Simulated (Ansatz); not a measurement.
Consider MoSe.

Input

```
crystal:
  lattice:
    - [0.0, 2.7982149126, 2.7982149126]
    - [2.7982149126, 0.0, 2.7982149126]
    - [2.7982149126, 2.7982149126, 0.0]
  atoms:
    - { symbol: Mo, position: [0.0, 0.0, 0.0], spin: 0.66 }
    - { symbol: Se, position: [0.25, 0.25, 0.25] }
basis:
  ecutwfc: 420
kpoints:
  mp_grid: { grid: [14, 14, 14] }
hamiltonian:
  xc: pbesol
scf:
  occupations: { method: gaussian, width: 0.1 }
output:
  forces: true
  stress: true
  eigenvalues: true
  populations: true
  write_density: true
  write_potential: true
  elf: true
  volumetric_format: npy
magnetization:
  spin_polarized: true
relax:
  adjacent_minimum: "off"
  f_tol: 0.01
  max_steps: 80
  cell: { stress_tol: 0.05 }
```

Command:

```sh
ansatz run input.yaml --threads 1 --pin off --max-ram 2560MiB --backend cpu --events-out ev --progress --plain --runs-dir out
```

Below, planes, directions and counts refer to the conventional cell (a = 5.58 Å, b = 5.58 Å, c = 5.58 Å, α = 90.00°, β = 90.00°, γ = 90.00°).

The fields are those of the run's last geometry, not of the input's.

Space group F-43m; started from the zinc blende prototype, which need not be the ambient phase; the program warned that a starting moment wasn't kept; spin-polarised, but the moments vanished.

Computed with DFT PBEsol, scalar-relativistic, plane waves, PAW in Ansatz.

### Predict the valence pseudo-density and electron localisation function between the atoms.

Mo–Se (2.42 Å): the density is about 0.63 e/Å³ at the midpoint; the ELF is about 0.45 at the midpoint.

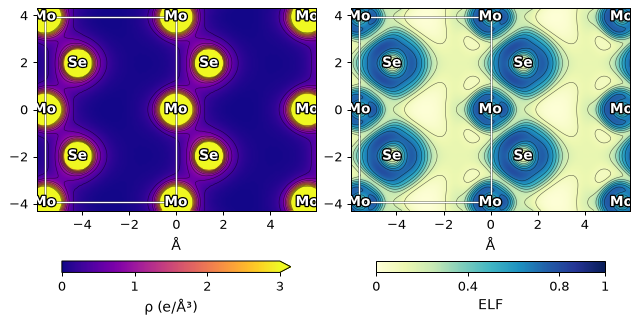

Computed valence pseudo-density and electron localisation function on the (011) plane of the conventional cell, in this order. 

In a PAW calculation such maps are meaningful between the atoms, not at the nuclei.
